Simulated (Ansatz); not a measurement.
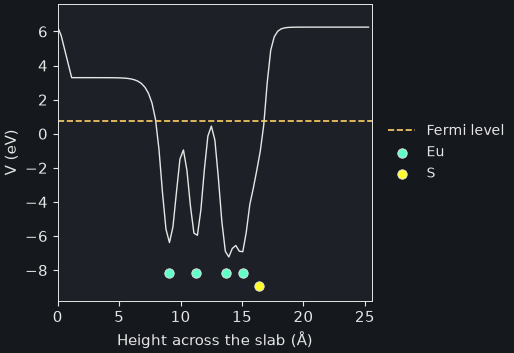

Plane-averaged electrostatic potential energy of an electron across the slab; circles at the bottom mark the heights of the atoms (positions after relaxation).

The material is a (100) slab cut from Eu (Im-3m), of composition Eu₄S (not the bulk's), ended by Eu planes, 5 atoms in the cell.

Method: DFT PBE, scalar-relativistic, plane waves, PAW, spin-polarised, 7×7×1 k mesh, 420 eV cutoff, Gaussian smearing of 0.1 eV (Ansatz).

> What is the work function?

The work function is 5.53 eV at the right face and 2.56 eV at the left.

> Do the two faces differ, and what does that say about the slab's dipole?

The vacuum level is 2.96 eV higher at the right than at the left, so the slab carries a dipole along its normal; the ramp in the vacuum, at or near the edge of the plot, is the dipole correction that keeps each side flat. Some atoms were held fixed in the relaxation, which can itself make the faces differ.

The run may have settled in a state above the lowest, so this need not be the ground state. Spin-orbit coupling is left out, which matters for Eu.
